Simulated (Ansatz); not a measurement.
RuSb₂ (space group Pnnm)

```
CELL_PARAMETERS angstrom
      5.95718     0.00000     0.00000
      0.00000     6.66334     0.00000
      0.00000     0.00000     3.17624
ATOMIC_POSITIONS crystal
  Sb 0.18218 0.35735 0.00000
  Sb 0.81782 0.64265 0.00000
  Sb 0.68218 0.14265 0.50000
  Sb 0.31782 0.85735 0.50000
  Ru 0.00000 0.00000 0.00000
  Ru 0.50000 0.50000 0.50000
```

The volume is varied about the relaxed value V₀ at fixed cell shape. The atoms relax within the cell's symmetry.

Computed with PBEsol (plane waves to 420 eV, PAW, scalar-relativistic; Ansatz, a quantum-chemistry and plane-wave program). k mesh 8×7×15 (Γ-centred), Fermi-Dirac smearing 0.05 eV. Energies are smeared free energies. With the shape held, the modulus is that of even scaling; a crystal free to change shape is softer. At this level the bands of RuSb2 touch or barely overlap; measurements give the solid a gap. RuSb2 is run without spin polarisation. RuSb2 was relaxed with its symmetry unable to fall. Spin-orbit coupling is left out, though Sb is heavy. ΔE is measured from the relaxed starting cell.

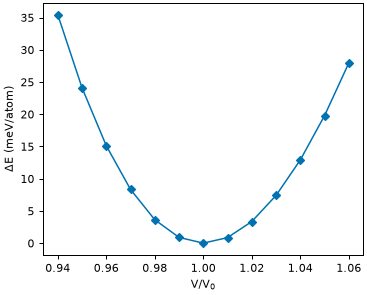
Figure: ΔE (meV/atom) against V/V₀; computed points joined by lines.

**Question.** What bulk modulus at fixed cell shape B₀ follows from a third-order Birch-Murnaghan fit?

**Answer.** About 130 GPa.

**Question.** What is ΔE at V/V₀ = 1.060?

**Answer.** About 28 meV/atom.

**Question.** What is ΔE at V/V₀ = 0.940?

**Answer.** About 35 meV/atom.

(A scan under strain: stresses follow from slopes of the energy per volume, elastic moduli from its curvatures.)
